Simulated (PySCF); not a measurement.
C9H7NS2, SMILES c1ccc(Sc2nccs2)cc1, singlet at its GFN2-xTB optimised geometry (Å):

```
19

C     -1.0646    -3.6528    -0.1244
C     -1.1439    -2.6323    -1.0579
C     -0.2407    -1.5852    -1.0276
C      0.7294    -1.5602    -0.0397
S      1.9369    -0.2442     0.0261
C      0.9134     1.1555     0.0000
N     -0.3725     1.1555     0.0000
C     -0.8698     2.4143    -0.0006
C      0.0509     3.4094     0.0001
S      1.6480     2.7546     0.0000
C      0.8232    -2.5793     0.8942
C     -0.0778    -3.6285     0.8467
H     -1.7711    -4.4688    -0.1558
H     -1.9087    -2.6529    -1.8196
H     -0.2953    -0.7918    -1.7555
H     -1.9369     2.5414    -0.0010
H     -0.1009     4.4688     0.0004
H      1.5944    -2.5462     1.6486
H     -0.0102    -4.4242     1.5734
```

Calculation: PBE/def2-SVP (PySCF). Cells within 0.4 Å of a nucleus heavier than hydrogen are left out (blank, or x).

Map of the deformation density (molecule minus spherical neutral atoms) (e/bohr³) on the plane z = 1.0 Å:

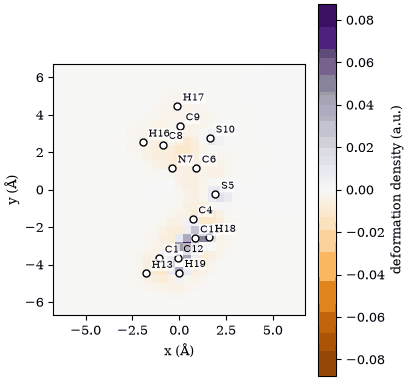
Figure. Deformation density (molecule minus spherical neutral atoms) (e/bohr³) on the plane z = 1.0 Å.
